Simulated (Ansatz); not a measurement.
# Mo3Ru: from a guess to a relaxed structure, part 1 of 2

Where does this trial cell of Mo3Ru go when cell and atoms are let free?

Computed with Ansatz 0.2.0 (DFT PBE, scalar-relativistic, plane waves, PAW, unless a step's input says otherwise).

**1. The system as given**

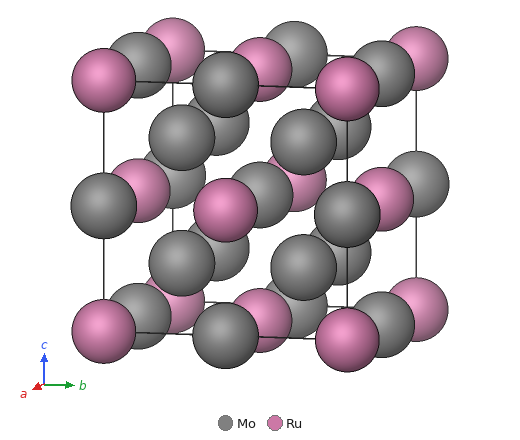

Start, viewed slightly off an axis; molybdenum grey, ruthenium pink. Atoms on the faces are drawn again on the opposite ones. The cell drawn here is the conventional one.

As a file:

```
CELL_PARAMETERS angstrom
0.00000 3.07818 3.07818
3.07818 0.00000 3.07818
3.07818 3.07818 0.00000
ATOMIC_POSITIONS crystal
Mo 0.50000 0.50000 0.50000
Mo 0.25000 0.25000 0.25000
Mo 0.75000 0.75000 0.75000
Ru 0.00000 0.00000 0.00000
```

The cell is invented: species swapped into a database cell of Ni3Sn (Fm-3m, No. 225), with Mo on the Ni sites and Ru on the Sn sites. The dimensions are guesses.

**2. Probe: one point on a coarse mesh**

input.yaml

```yaml
crystal:
  lattice:
    - [0.0, 3.07817857, 3.07817857]
    - [3.07817857, 0.0, 3.07817857]
    - [3.07817857, 3.07817857, 0.0]
  atoms:
    - { symbol: Mo, position: [0.5, 0.5, 0.5] }
    - { symbol: Mo, position: [0.25, 0.25, 0.25] }
    - { symbol: Mo, position: [0.75, 0.75, 0.75] }
    - { symbol: Ru, position: [0.0, 0.0, 0.0] }
basis:
  ecutwfc: 420
kpoints:
  mp_grid: { grid: [6, 6, 6] }
hamiltonian:
  xc: pbe
scf:
  occupations: { method: gaussian, width: 0.1 }
  lower_state_search: "off"
output:
  forces: true
  stress: true
  eigenvalues: true
```

Started as:

```bash
> ansatz run input.yaml --threads 1 --pin off --max-ram 2560MiB --backend cpu --events-out ev --progress --plain --runs-dir out
```

Output (excerpt; [...] marks lines left out):

```text
[...]
SCF converged after 6 iterations
Free energy (F): -20745.923894 eV
[...]
E sigma→0 (E₀):  -20745.910321 eV
Entropy (-TS):   -0.027146 eV (-6.787 meV/atom)
Fermi energy:    22.776181 eV
[...]
--- Forces (eV/Å), atoms counted from 1 ---
  atom   1  Mo     0.00000000     0.00000000    -0.00000000
  atom   2  Mo     0.00000000    -0.00000000    -0.00000000
  atom   3  Mo    -0.00000000     0.00000000     0.00000000
  atom   4  Ru    -0.00000000     0.00000000     0.00000000
[...]
--- Stress (GPa, compression-positive) ---
       15.520977      -0.000000      -0.000000
        0.000000      15.520977      -0.000000
        0.000000       0.000000      15.520977
  P = ⅓ Tr σ = 15.5210 GPa (155.210 kbar)
--- Band table (eV; the first three rows and the last of 16) ---
[...]
```

Run time: 4.5 s. Hardware: 1 thread of Intel Xeon at 2.50GHz (Skylake/Cascade Lake), shared host; peak memory 0.35 GiB.

From the probe: pressure 15.5 GPa, largest force 0.00 eV/Å, gap on this mesh none (metal). A guess like this is first relaxed loosely on the coarse mesh.

**3. A loose first relaxation**

Changes to input.yaml since step 2:

```diff
@@ -23 +23,6 @@
   eigenvalues: true
+relax:
+  adjacent_minimum: "off"
+  f_tol: 0.04
+  max_steps: 70
+  cell: { stress_tol: 0.4 }
```

Started as:

```bash
> ansatz run input.yaml --threads 1 --pin off --max-ram 2560MiB --backend cpu --events-out ev --progress --plain --runs-dir out
```

Output:

```text
Warning: RAYON_NUM_THREADS=1 ignored (pool sized by the plan → 1); use --threads N
Engine: ansatz 0.2.0, x86_64-unknown-linux-gnu
Pseudopotentials: kind: paw
Pseudopotential: Mo, paw, valence charge 14, recommended cutoff 420 eV (normal), Mo.paw.azcp
Pseudopotential: Ru, paw, valence charge 16, recommended cutoff 420 eV (normal), Ru.paw.azcp
Functional definition: PBE
  parameter kappa = 0.804
  parameter beta = 0.06672455060314922
  exchange = pbe_x(kappa = kappa, mu = beta*pi^2/3)
  correlation = pbe_c(beta = beta)
Crystal: 4 atoms, lattice volume = 58.333 Å³
Basis set: ecut = 420 eV, 1139 PW (Γ), exchange–correlation on 60×60×60 points (8 copies of the dense FFT grid, shifted against one another)
Bands: 35, of which v1, the nominal top of the filled ones, is band 29 counted from 1 (28 counted from 0)
Symmetry: 48 space group operations
Space group: Fm-3m (ITA 225), of the structure as read, at distance tolerance 3.9e-5 Å
k-points: 16 of 216
Non-local potential: Mo, projectors of the file, l = 0: 3, l = 1: 2, l = 2: 2, l = 3: 1
Non-local potential: Ru, projectors of the file, l = 0: 3, l = 1: 2, l = 2: 2, l = 3: 1
PAW form: soft (Blöchl's): semilocal exchange-correlation on the pseudo side does not see the compensation charge
PAW one-centre angular grid: Mo, 590 points (default); XC on 64 Gauss nodes
PAW one-centre angular grid: Ru, 590 points (default); XC on 64 Gauss nodes
Initial density: superposition of atomic densities (neutral atoms: chi_scale 0, normalization atom), corrected by the library's trained network
Initial wavefunctions: pseudopotential atomic-orbital guess
Functional: x = pbe(κ = 0.804, μ = 0.2195149727645171), c = pbe(β = 0.06672455060314922)
SCF iter   1: F=—  HF=-20745.928002 eV  |F-HF|=—  |Δ(HF+E_count)|=         —  Δρ=8.74e-3  dr2=5.94e-2  ethr=1.77e-3  ⟨swp⟩=5.1  Hψ=1915  notcnv=0
preconditioner: auto → Kerker (q_TF=auto, 2.726 Å⁻¹)  [metal: Δε(μ)=0.007 eV  Ē_g=4.477 eV  σ=0.100 eV  W_gap=0.04  n_scr=14 (ndim 8)  ℏωp=24.8 eV  f_vac=0.000  D(μ)=5.31/eV (n_scr^D=58)]
SCF iter   2: F=—  HF=-20745.924909 eV  |F-HF|=—  |Δ(HF+E_count)|=   3.09e-3  Δρ=4.25e-3  dr2=1.27e-2  ethr=1.02e-4  ⟨swp⟩=1.1  Hψ=690  notcnv=0
SCF iter   3: F=—  HF=-20745.923892 eV  |F-HF|=—  |Δ(HF+E_count)|=   1.02e-3  Δρ=6.17e-4  dr2=1.12e-4  ethr=2.19e-5  ⟨swp⟩=2.1  Hψ=678  notcnv=0
SCF iter   4: F=—  HF=-20745.923894 eV  |F-HF|=—  |Δ(HF+E_count)|=   2.39e-6  Δρ=7.72e-5  dr2=2.13e-6  ethr=1.93e-7  ⟨swp⟩=2.4  Hψ=935  notcnv=0
SCF iter   5: F=—  HF=-20745.923894 eV  |F-HF|=—  |Δ(HF+E_count)|=   6.24e-7  Δρ=2.93e-5  dr2=6.18e-7  ethr=3.67e-9  ⟨swp⟩=2.1  Hψ=994  notcnv=0
SCF iter   6: F=-20745.923894 eV  HF=-20745.923894 eV  |F-HF|=1.60e-9  |Δ(HF+E_count)|=   1.81e-8  Δρ=5.20e-6  dr2=8.79e-9  ethr=1.72e-10  ⟨swp⟩=5.1  Hψ=2252  notcnv=0
SCF 1 converged in 6 iterations: F = -20745.923894 eV  dr2 = 8.79e-9
relax step   1: F+E_penalty+E_count = -20745.92389382 eV  Δ(F+E_penalty+E_count) = +0.000e0 eV  max|allowed force component| = 1.156e-17 eV/Å  Δτ_max = 0.0000 Å  P = +15.521 GPa  Ω = 58.333 Å³  (6 SCF iters, dr2 threshold 1.00e-7 eV, accepted)
Crystal: 4 atoms, lattice volume = 66.746 Å³
Basis set: ecut = 420 eV, 1291 PW (Γ), exchange–correlation on 60×60×60 points (8 copies of the dense FFT grid, shifted against one another)
Initial density: handed on by an earlier stage of this run
Initial wavefunctions: those handed on with the density
iter 1 solved again at ethr=8.33e-4 eV; its pass at ethr=3.10e-3 eV (dr2=4.83e-1 eV) is discarded
SCF iter   1: F=—  HF=-20745.787695 eV  |F-HF|=—  |Δ(HF+E_count)|=         —  Δρ=1.99e-2  dr2=4.83e-1  ethr=8.33e-4  ⟨swp⟩=1.0  Hψ=2934  notcnv=0
preconditioner: auto → Kerker (q_TF=auto, 2.665 Å⁻¹)  [metal: Δε(μ)=0.065 eV  Ē_g=3.818 eV  σ=0.100 eV  W_gap=0.35  n_scr=14 (ndim 8)  ℏωp=23.2 eV  f_vac=0.000  D(μ)=4.86/eV (n_scr^D=58)]
SCF iter   2: F=—  HF=-20745.761402 eV  |F-HF|=—  |Δ(HF+E_count)|=   2.63e-2  Δρ=8.59e-3  dr2=8.68e-2  ethr=8.33e-4  ⟨swp⟩=1.2  Hψ=567  notcnv=0
SCF iter   3: F=—  HF=-20745.756506 eV  |F-HF|=—  |Δ(HF+E_count)|=   4.90e-3  Δρ=1.48e-3  dr2=1.33e-3  ethr=1.50e-4  ⟨swp⟩=1.2  Hψ=566  notcnv=0
SCF iter   4: F=—  HF=-20745.756466 eV  |F-HF|=—  |Δ(HF+E_count)|=   4.00e-5  Δρ=1.94e-4  dr2=1.41e-5  ethr=2.30e-6  ⟨swp⟩=1.6  Hψ=653  notcnv=0
SCF iter   5: F=—  HF=-20745.756469 eV  |F-HF|=—  |Δ(HF+E_count)|=   3.18e-6  Δρ=4.19e-5  dr2=1.37e-6  ethr=2.42e-8  ⟨swp⟩=2.0  Hψ=1010  notcnv=0
SCF iter   6: F=-20745.756469 eV  HF=-20745.756469 eV  |F-HF|=2.20e-8  |Δ(HF+E_count)|=   6.59e-8  Δρ=8.52e-6  dr2=4.57e-8  ethr=6.90e-10  ⟨swp⟩=4.7  Hψ=2045  notcnv=0
SCF 2 converged in 6 iterations: F = -20745.756469 eV  dr2 = 4.57e-8
relax step   2: F+E_penalty+E_count = -20745.75646903 eV  Δ(F+E_penalty+E_count) = +1.674e-1 eV  max|allowed force component| = 1.850e-17 eV/Å  Δτ_max = 0.0000 Å  P = -17.907 GPa  Ω = 66.746 Å³  energy of the carried Pulay correction = -2.947e-3 eV  (6 SCF iters, dr2 threshold 4.00e-7 eV, rejected (line search))
Crystal: 4 atoms, lattice volume = 61.959 Å³
Basis set: ecut = 420 eV, 1243 PW (Γ), exchange–correlation on 60×60×60 points (8 copies of the dense FFT grid, shifted against one another)
iter 1 solved again at ethr=1.69e-4 eV; its pass at ethr=3.10e-3 eV (dr2=9.83e-2 eV) is discarded
SCF iter   1: F=—  HF=-20746.075530 eV  |F-HF|=—  |Δ(HF+E_count)|=         —  Δρ=9.80e-3  dr2=9.82e-2  ethr=1.69e-4  ⟨swp⟩=2.0  Hψ=2572  notcnv=0
preconditioner: auto → Kerker (q_TF=auto, 2.698 Å⁻¹)  [metal: Δε(μ)=0.024 eV  Ē_g=4.164 eV  σ=0.100 eV  W_gap=0.14  n_scr=14 (ndim 8)  ℏωp=24.1 eV  f_vac=0.000  D(μ)=4.79/eV (n_scr^D=58)]
SCF iter   2: F=—  HF=-20746.069416 eV  |F-HF|=—  |Δ(HF+E_count)|=   6.11e-3  Δρ=4.45e-3  dr2=1.88e-2  ethr=1.69e-4  ⟨swp⟩=1.0  Hψ=560  notcnv=0
SCF iter   3: F=—  HF=-20746.068359 eV  |F-HF|=—  |Δ(HF+E_count)|=   1.06e-3  Δρ=7.50e-4  dr2=1.82e-4  ethr=3.25e-5  ⟨swp⟩=1.6  Hψ=578  notcnv=0
SCF iter   4: F=—  HF=-20746.068375 eV  |F-HF|=—  |Δ(HF+E_count)|=   1.56e-5  Δρ=7.90e-5  dr2=2.57e-6  ethr=3.13e-7  ⟨swp⟩=2.6  Hψ=929  notcnv=0
SCF iter   5: F=—  HF=-20746.068380 eV  |F-HF|=—  |Δ(HF+E_count)|=   5.44e-6  Δρ=1.35e-5  dr2=1.10e-7  ethr=4.42e-9  ⟨swp⟩=2.0  Hψ=1023  notcnv=0
SCF iter   6: F=—  HF=-20746.068380 eV  |F-HF|=—  |Δ(HF+E_count)|=   2.14e-9  Δρ=3.43e-6  dr2=3.84e-9  ethr=1.90e-10  ⟨swp⟩=2.1  Hψ=722  notcnv=0
SCF iter   7: F=-20746.068380 eV  HF=-20746.068380 eV  |F-HF|=0.00e0  |Δ(HF+E_count)|=  7.89e-10  Δρ=6.03e-7  dr2=1.35e-10  ethr=4.41e-12  ⟨swp⟩=4.1  Hψ=1831  notcnv=0
SCF 3 converged in 7 iterations: F = -20746.068380 eV  dr2 = 1.35e-10
relax step   3: F+E_penalty+E_count = -20746.06838043 eV  Δ(F+E_penalty+E_count) = -1.445e-1 eV  max|allowed force component| = 2.660e-17 eV/Å  Δτ_max = 0.0000 Å  P = -1.777 GPa  Ω = 61.959 Å³  energy of the carried Pulay correction = -1.320e-3 eV  (7 SCF iters, accepted)
Crystal: 4 atoms, lattice volume = 61.566 Å³
iter 1 solved again at ethr=1.39e-6 eV; its pass at ethr=3.10e-3 eV (dr2=8.05e-4 eV) is discarded
SCF iter   1: F=—  HF=-20746.070936 eV  |F-HF|=—  |Δ(HF+E_count)|=         —  Δρ=8.57e-4  dr2=7.82e-4  ethr=1.39e-6  ⟨swp⟩=2.2  Hψ=2516  notcnv=0
preconditioner: auto → Kerker (q_TF=auto, 2.701 Å⁻¹)  [metal: Δε(μ)=0.037 eV  Ē_g=4.198 eV  σ=0.100 eV  W_gap=0.20  n_scr=14 (ndim 8)  ℏωp=24.1 eV  f_vac=0.000  D(μ)=4.90/eV (n_scr^D=58)]
SCF iter   2: F=—  HF=-20746.070890 eV  |F-HF|=—  |Δ(HF+E_count)|=   4.59e-5  Δρ=3.80e-4  dr2=1.46e-4  ethr=1.35e-6  ⟨swp⟩=1.0  Hψ=560  notcnv=0
SCF iter   3: F=—  HF=-20746.070884 eV  |F-HF|=—  |Δ(HF+E_count)|=   6.49e-6  Δρ=6.26e-5  dr2=1.64e-6  ethr=2.51e-7  ⟨swp⟩=1.3  Hψ=567  notcnv=0
iter 4 did not close the SCF: its close was put off for the readings that it lacked (scf_convergence_deferred on its scf_iter line)
SCF iter   4: F=-20746.070884 eV  HF=-20746.070884 eV  |F-HF|=2.11e-9  |Δ(HF+E_count)|=   2.87e-8  Δρ=6.97e-6  dr2=1.98e-8  ethr=2.83e-9  ⟨swp⟩=2.0  Hψ=697  notcnv=0
iter 5 did not close the SCF: its close was put off for the readings that it lacked (scf_convergence_deferred on its scf_iter line)
SCF iter   5: F=-20746.070884 eV  HF=-20746.070884 eV  |F-HF|=6.69e-10  |Δ(HF+E_count)|=   1.49e-9  Δρ=1.35e-6  dr2=1.16e-9  ethr=3.41e-11  ⟨swp⟩=2.0  Hψ=1021  notcnv=0
SCF iter   6: F=-20746.070884 eV  HF=-20746.070884 eV  |F-HF|=1.46e-11  |Δ(HF+E_count)|=  4.37e-11  Δρ=2.90e-7  dr2=3.63e-11  ethr=2.00e-12  ⟨swp⟩=1.3  Hψ=1434  notcnv=0
SCF 4 converged in 6 iterations: F = -20746.070884 eV  dr2 = 3.63e-11
relax step   4: F+E_penalty+E_count = -20746.07088379 eV  Δ(F+E_penalty+E_count) = -2.503e-3 eV  max|allowed force component| = 5.782e-17 eV/Å  Δτ_max = 0.0000 Å  P = -0.142 GPa  Ω = 61.566 Å³  energy of the carried Pulay correction = -1.181e-3 eV  (6 SCF iters, dr2 threshold 4.00e-7 eV, accepted)
Initial wavefunctions: pseudopotential atomic-orbital guess (no wavefunctions were taken with the density)
iter 1 solved again at ethr=6.26e-8 eV; its pass at ethr=3.10e-3 eV (dr2=3.63e-5 eV) is discarded
SCF iter   1: F=—  HF=-20746.071921 eV  |F-HF|=—  |Δ(HF+E_count)|=         —  Δρ=1.78e-4  dr2=1.77e-6  ethr=6.26e-8  ⟨swp⟩=3.0  Hψ=3489  notcnv=0
preconditioner: auto → Kerker (q_TF=auto, 2.701 Å⁻¹)  [metal: Δε(μ)=0.038 eV  Ē_g=4.198 eV  σ=0.100 eV  W_gap=0.21  n_scr=14 (ndim 8)  ℏωp=24.1 eV  f_vac=0.000  D(μ)=4.90/eV (n_scr^D=58)]
SCF iter   2: F=—  HF=-20746.071937 eV  |F-HF|=—  |Δ(HF+E_count)|=   1.57e-5  Δρ=9.26e-5  dr2=4.73e-7  ethr=3.05e-9  ⟨swp⟩=1.0  Hψ=560  notcnv=0
iter 3 did not close the SCF: its close was put off for the readings that it lacked (scf_convergence_deferred on its scf_iter line)
SCF iter   3: F=-20746.071941 eV  HF=-20746.071941 eV  |F-HF|=1.09e-9  |Δ(HF+E_count)|=   4.23e-6  Δρ=3.18e-6  dr2=1.74e-9  ethr=8.16e-10  ⟨swp⟩=2.9  Hψ=1021  notcnv=0
iter 4 did not close the SCF: its close was put off for the readings that it lacked (scf_convergence_deferred on its scf_iter line)
SCF iter   4: F=-20746.071941 eV  HF=-20746.071941 eV  |F-HF|=1.46e-11  |Δ(HF+E_count)|=   1.14e-9  Δρ=7.63e-7  dr2=1.65e-10  ethr=3.00e-12  ⟨swp⟩=1.4  Hψ=595  notcnv=0
iter 5 did not close the SCF: its close was put off for the readings that it lacked (scf_convergence_deferred on its scf_iter line)
SCF iter   5: F=-20746.071941 eV  HF=-20746.071941 eV  |F-HF|=3.64e-12  |Δ(HF+E_count)|=  3.64e-11  Δρ=7.92e-8  dr2=3.78e-12  ethr=1.00e-12  ⟨swp⟩=1.0  Hψ=560  notcnv=0
SCF iter   6: F=-20746.071941 eV  HF=-20746.071941 eV  |F-HF|=3.64e-12  |Δ(HF+E_count)|=  3.64e-12  Δρ=2.09e-8  dr2=2.87e-13  ethr=1.00e-12  ⟨swp⟩=1.9  Hψ=1236  notcnv=0
SCF 5 converged in 6 iterations: F = -20746.071941 eV  dr2 = 2.87e-13
relax step   5: F+E_penalty+E_count = -20746.07194137 eV  Δ(F+E_penalty+E_count) = -1.058e-3 eV  max|allowed force component| = 5.089e-17 eV/Å  Δτ_max = 0.0000 Å  P = -0.156 GPa  Ω = 61.566 Å³  stress off target by 1.56e-1 GPa  SCF on the basis re-selected at this cell (its energy is not comparable with the rows above)  (6 SCF iters)
basis re-selected at this cell: Δ(F+E_penalty+E_count) = -1.058e-3 eV, ΔP = -0.015 GPa vs the last step (what re-selecting the basis moved, of the pressure what is left beyond the Pulay correction that the steps carried, after the strain that the cell walked since its last selection, with what the two solves' SCF thresholds leave and, on support functions, any second-order correction that the steps lacked; it is no measure of the basis error at this ecutwfc). This SCF's stress stands 1.56e-1 GPa from its target on what of the cell is left free (relax.cell.stress_tol is 4.00e-1 GPa) and its largest allowed force component is 5.09e-17 eV/Å (relax.f_tol is 4.00e-2 eV/Å): within both
SCF converged after 6 iterations
Free energy (F): -20746.071941 eV
Harris-Foulkes:  -20746.071941 eV  (|F-HF|=3.64e-12)
Internal energy: -20746.047422 eV  (E = F + TS)
E sigma→0 (E₀):  -20746.059682 eV
Entropy (-TS):   -0.024519 eV (-6.130 meV/atom)
Fermi energy:    21.351288 eV
--- Per-component energies (eV) ---
  E_band       = -249.221017
  E_kinetic    = 1834.847662
  E_local      = -3730.151231  (includes V_loc(G=0)·N_el)
  E_nonlocal   = 770.917797
  E_hartree    = 1226.880569
  E_xc         = -740.473421
  E_vxc        = -925.515397  (∫ρ·V_xc dr)
  E_paw        = -13064.232215  (= ΣΔE_a)
  E_vpaw       = -653.080929  (= ΣTr[D̂ρ^β])
  E_aug_tail   = -0.000073  (compensation charges beyond the density's cutoff)
  E_ewald      = -7043.836511
  E_smearing   = -0.024519  (= −TS)
  E_closure    = 0.000000  (closes the sum)
  Σ components = -20746.071941   (vs F -20746.071941, Δ=0.00e0)
--- Forces (eV/Å), atoms counted from 1 ---
  atom   1  Mo     0.00000000    -0.00000000    -0.00000000
  atom   2  Mo    -0.00000000    -0.00000000     0.00000000
  atom   3  Mo     0.00000000     0.00000000    -0.00000000
  atom   4  Ru    -0.00000000     0.00000000     0.00000000
  max |Σ_I F_I| component: 1.85e-17 eV/Å
--- Stress (GPa, compression-positive) ---
       -0.156286       0.000000       0.000000
        0.000000      -0.156286       0.000000
        0.000000       0.000000      -0.156286
  P = ⅓ Tr σ = -0.1563 GPa (-1.563 kbar)
--- Band table (eV; the first three rows and the last of 16) ---
  k-point 0: bands = ["-51.8112", "-40.0295", "-39.8949", "-39.5627", "-21.8117", "-21.8117", "-21.8117", "-14.1917", "-14.1917", "-14.1917", "-14.1371", "-14.1371", "-14.1371", "-13.4633", "-13.4633", "-13.4633", "13.8613", "15.6401", "15.6401", "18.0541", "18.0541", "18.0541", "18.4190", "18.4190", "18.4190", "19.6070", "19.6070", "19.6070", "21.6212", "21.6212", "23.3634", "23.3634", "23.6610", "23.6610", "24.5975"]
  k-point 1: bands = ["-51.8111", "-40.0148", "-39.8993", "-39.5741", "-21.8124", "-21.8124", "-21.8111", "-14.2834", "-14.2553", "-14.2553", "-14.0789", "-14.0789", "-14.0017", "-13.5080", "-13.4558", "-13.4558", "14.3041", "15.9443", "15.9443", "17.3649", "17.8252", "17.8252", "18.6067", "18.6067", "18.7371", "19.4440", "19.4440", "20.0473", "21.6045", "21.6045", "22.9516", "23.2302", "23.2302", "23.4365", "23.4365"]
  k-point 2: bands = ["-51.8108", "-39.9792", "-39.9121", "-39.5991", "-21.8137", "-21.8137", "-21.8095", "-14.3189", "-14.3189", "-14.2865", "-14.0273", "-14.0273", "-13.9723", "-13.5361", "-13.4401", "-13.4401", "15.4446", "16.7646", "16.7646", "17.1282", "17.7226", "17.7226", "18.1867", "18.5184", "18.5184", "18.9137", "18.9137", "20.1190", "21.5839", "21.7267", "21.7267", "22.7976", "22.7976", "23.1324", "23.1324"]
  k-point 15: bands = ["-51.8106", "-39.9341", "-39.9225", "-39.6363", "-21.8180", "-21.8149", "-21.8074", "-14.5040", "-14.3785", "-14.1542", "-14.1290", "-13.8862", "-13.8715", "-13.5808", "-13.4407", "-13.4010", "16.0551", "16.0974", "16.8824", "16.9220", "17.8047", "17.9163", "18.3441", "18.8414", "19.0620", "19.1007", "20.2974", "20.6850", "20.8667", "21.0029", "21.8862", "22.0112", "23.1096", "23.1423", "23.9724"]
--- Relaxed structure (4 steps of the walk, 3 accepted, 1 SCFs on fresh bases) ---
  F+E_penalty+E_count = -20746.07194137 eV   max|allowed force component| = 5.089e-17 eV/Å   (the final SCF, on the basis selected at the relaxed cell)
  cell:  # Å, volume = 61.5655 Å³
    - [-4.458450528783642e-34, 3.134025382053464, 3.134025382053464]
    - [3.134025382053464, -2.1655331139806256e-34, 3.134025382053464]
    - [3.134025382053464, 3.134025382053464, -1.9744566627470413e-34]
  atoms:
    - { symbol: Mo, position: [0.5, 0.5, 0.5] }
    - { symbol: Mo, position: [0.25, 0.25, 0.25] }
    - { symbol: Mo, position: [0.75, 0.75, 0.75] }
    - { symbol: Ru, position: [-4.7887732384906725e-36, 6.255191837837098e-36, 2.6655213081869928e-36] }
```

It took 16 s on 1 thread of Intel Xeon at 2.50GHz (Skylake/Cascade Lake), shared host; peak memory 0.38 GiB.

Step by step:

| step | energy from step 1 (eV/cell) | largest force component (eV/Å) | pressure (GPa) | volume (Å³) |
| --- | --- | --- | --- | --- |
| 1 | 0.0000 | 0.0000 | 15.52 | 58.33 |
| 2 | 0.1674 | 0.0000 | -17.91 | 66.75 |
| 3 | -0.1445 | 0.0000 | -1.78 | 61.96 |
| 4 | -0.1470 | 0.0000 | -0.14 | 61.57 |
| 5 | -0.1480 | 0.0000 | -0.16 | 61.57 |

Step 1 is the start. Step 5 repeats the geometry before it on a plane-wave basis chosen anew for that cell, so its energy need not be comparable with the rows above. Step 2 was tried and not accepted.

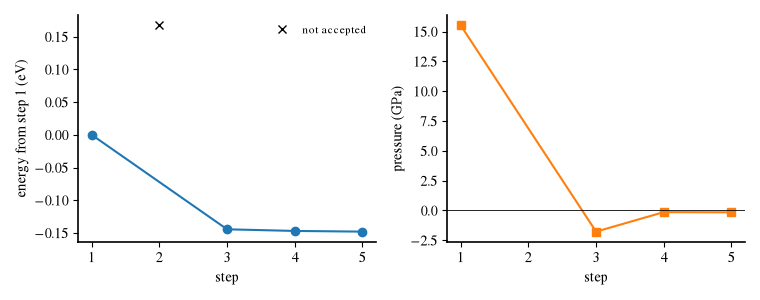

Energy and pressure along the relaxation.

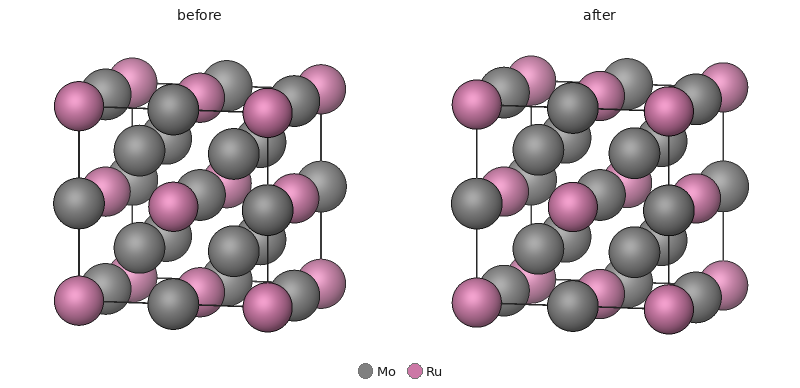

The structure before (left) and after (right) the relaxation, drawn at the same scale.

Lengths and angles in the start's conventional setting:

|  | before | after | change |
| --- | --- | --- | --- |
| a (Å) | 6.156 | 6.268 | +1.8 % |
| b (Å) | 6.156 | 6.268 | +1.8 % |
| c (Å) | 6.156 | 6.268 | +1.8 % |
| volume (Å³/atom) | 14.58 | 15.39 | +5.5 % |
| shortest distance (Å) | 2.666 | 2.714 | +1.8 % |
| space group (0.01 Å) | Fm-3m | Fm-3m | same |

The run keeps the 48 symmetry operations of the start, so it could not have lowered the symmetry.

(Continued in part 2 of 2.)
